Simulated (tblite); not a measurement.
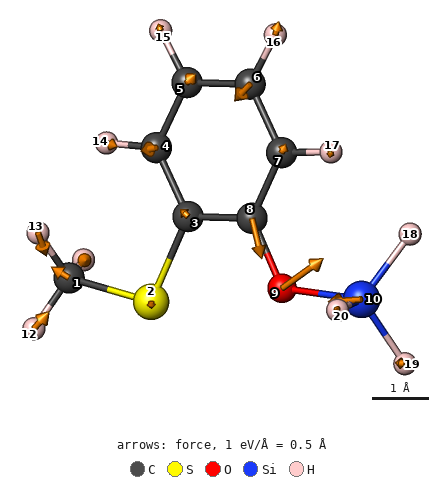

Starting geometry of C7H10OSSi with the computed forces as orange arrows. The picture is a ball-and-stick view, seen at a tilt.

Method: tblite, GFN2-xTB geometry optimisation, gas phase. 

What follows when this structure is relaxed?

Answer. It isn't relaxed: the largest force vector, on the O atom, is 2.09 eV/Å. The final displacements have little in common with the starting forces (cosine between the two patterns 0.19). Over 134 geometry steps the energy falls by 50.5 kJ/mol. The largest move after the best rigid fit is that of an H atom, 1.00 Å. Largest moves by element: H 1.00 Å, C 0.19 Å, S 0.19 Å, O 0.18 Å, Si 0.16 Å. Some distances before and after: O–Si 1.740 → 1.626 Å, C–O 1.393 → 1.345 Å, C–H 1.120 → 1.086 Å, C–H 1.062 → 1.079 Å. Bond angles that change, for instance: C–O–Si 121.9° → 134.1°, O–Si–H 110.6° → 99.2°, H–Si–H 106.7° → 113.6°. Groups turn about O–Si by about 30°. Cost: 1.1 s on 1 thread of Intel(R) Xeon(R) 6975P-C (shared host).
